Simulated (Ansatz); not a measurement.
**A computed series for MgH2: pressure series**

Base system: MgH2 (space group Pbcn, No. 60; a = 4.474 Å, b = 5.395 Å, c = 4.895 Å; a cell from a computed database, its experimental status unchecked).

Cell and atoms are relaxed at each pressure.

Calculations: PBEsol (Ansatz, an electronic-structure program; PAW; 420 eV plane waves; no spin-orbit coupling).

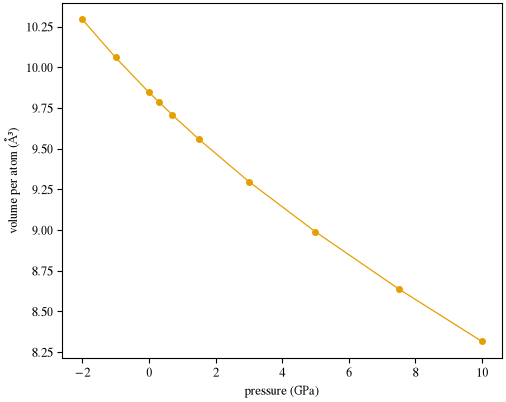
Figure: Volume per atom against pressure

Task: From the plot, what is the volume per atom for pressure 0.7 GPa?

Result: About 9.7 Å³.

Task: Is the trend monotonic over the range shown?

Result: Yes, it falls throughout, spanning 8.32 Å³ to 10.29 Å³.

Load acts through the strain it causes; cell and atoms are relaxed under it. No phonon test of stability was made. Competing high-pressure phases were not computed.
